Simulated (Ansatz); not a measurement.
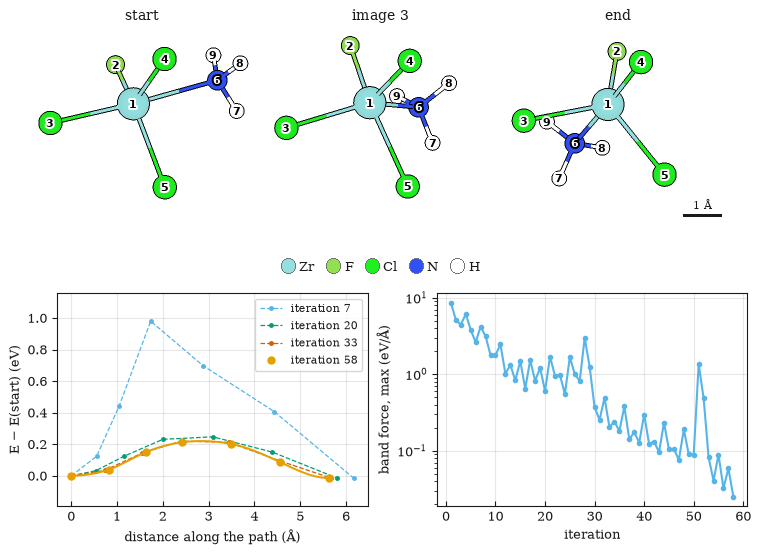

A search for the minimum-energy path of ZrNH3Cl3F by the nudged elastic band. Images are numbered from 0 (start) to 6 (end). The plot follows the band through its iterations. Style: ball-and-stick. Shown at a tilt.

The calculation used Ansatz, RKS BLYP/def2-SVP. Run with 5 movable images; climbing image; force threshold 0.03 eV/Å; iteration limit 60; optimiser L-BFGS; starting path through a guess of the saddle point.

Did the band converge, and can the barrier be trusted?

Answer. The run is converged, with reservations. The band converged in 58 iterations. The largest component of the band force went from 8.6 to 0.025 eV/Å. The climbing image converged on the top of the path. Its curvatures weren't checked. The first iteration put the highest image at 4.884 eV. Forward barrier 0.213 eV, backward barrier 0.227 eV, with image 3 at the top; the reaction energy is −0.014 eV.

The run took 7.8 min on 4 threads of Arm Neoverse V2, with other jobs on the host, peak memory 0.21 GiB.
